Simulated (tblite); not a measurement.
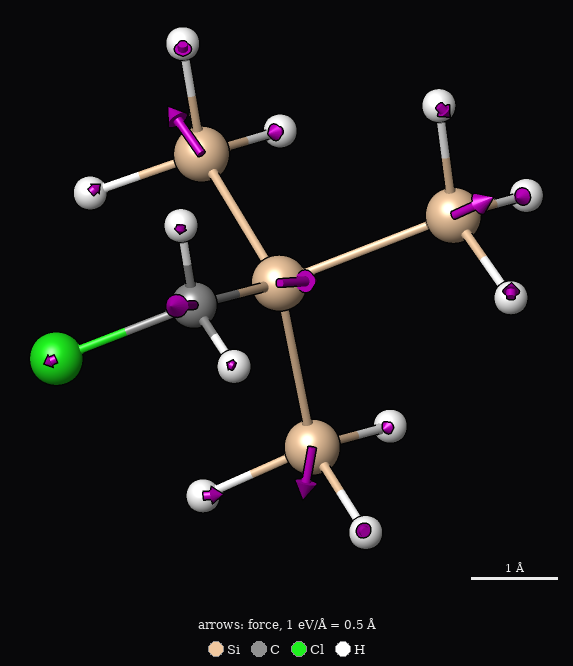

Starting geometry of CH11ClSi4 with the computed forces as purple arrows. A ball-and-stick model, seen at a tilt.

The calculation used GFN2-xTB geometry optimisation, gas phase (tblite). 

### Is this structure relaxed? If not, where do the atoms go?

It isn't relaxed: the largest force vector, on the C atom, is 1.88 eV/Å. The final displacements have little in common with the starting forces (cosine between the two patterns 0.30). Over 58 geometry steps the energy falls by 0.444 eV. An H atom moves most after the best rigid fit: 0.32 Å. Largest moves by element: H 0.32 Å, Si 0.20 Å, Cl 0.17 Å, C 0.10 Å. Some distances before and after: C–Si 1.837 → 1.939 Å, Si–Si 2.249 → 2.345 Å, H–Si 1.496 → 1.467 Å, C–Cl 1.772 → 1.788 Å. Among the angles between lasting bonds that change: Si–Si–C 112.9° → 105.2°, Si–Si–Si 106.0° → 113.7°, Si–Si–Si 107.0° → 113.7°. Cost: 0.97 s on 1 thread of Arm Neoverse N1, on a shared host.
